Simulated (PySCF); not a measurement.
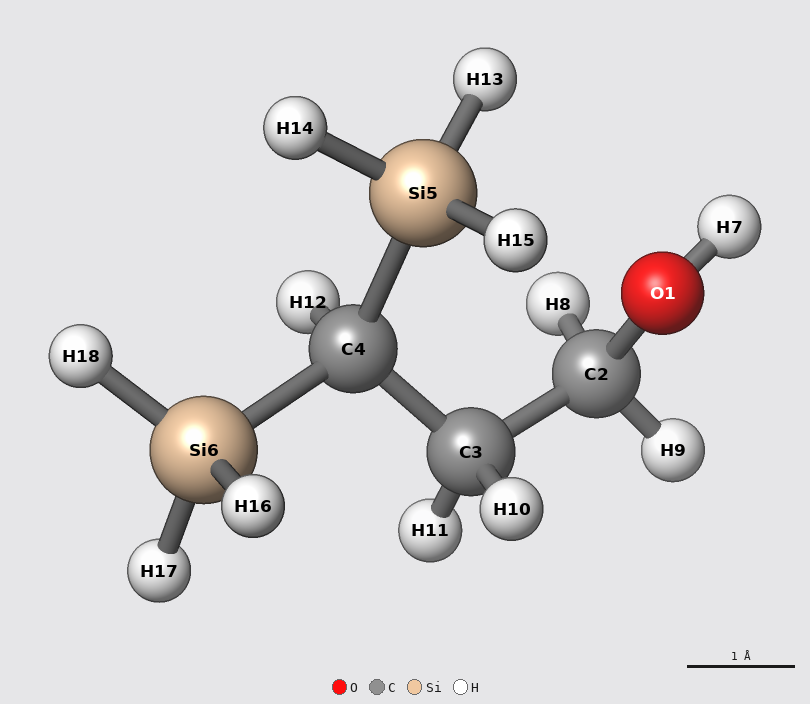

Numbered structure. Computed geometry: GFN2-xTB optimisation. No frequency run is at hand to confirm it as a minimum.

> How are the neighbours of atom 5 arranged?

Si5 has 4 neighbours (C4 at 1.91, H13 at 1.47, H14 at 1.47, H15 at 1.46 Å); the arrangement is tetrahedral.

> How are the neighbours of atom 1 arranged?

O1 has 2 neighbours (C2 at 1.41, H7 at 0.96 Å); the arrangement is bent.

> What is the geometry at C2?

C2 has 4 neighbours (O1 at 1.41, C3 at 1.52, H8 at 1.10, H9 at 1.10 Å); the arrangement is tetrahedral.

> What is the geometry at Si6?

Si6 has 4 neighbours (C4 at 1.90, H16 at 1.46, H17 at 1.47, H18 at 1.46 Å); the arrangement is tetrahedral.

> What is the dihedral angle C2–C3–C4–Si5?

50° in size, that is gauche.
